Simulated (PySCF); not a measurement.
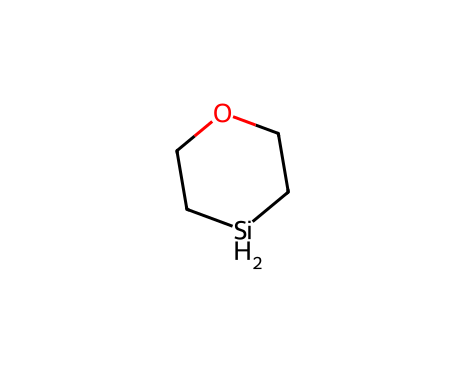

The computed structure is the end point of a PBE0-D3(BJ)/def2-SVP optimisation. No frequency run is at hand to confirm it as a minimum. Method: PBE0/def2-TZVP, gas phase (PySCF 2.14.0).

Q: Estimate the LUMO energy (Kohn–Sham orbital).

A: 0.79 eV.

Q: What is the HOMO energy (Kohn–Sham orbital)?

A: −7.38 eV.

Q: Estimate the dipole moment.

A: 1.33 D.
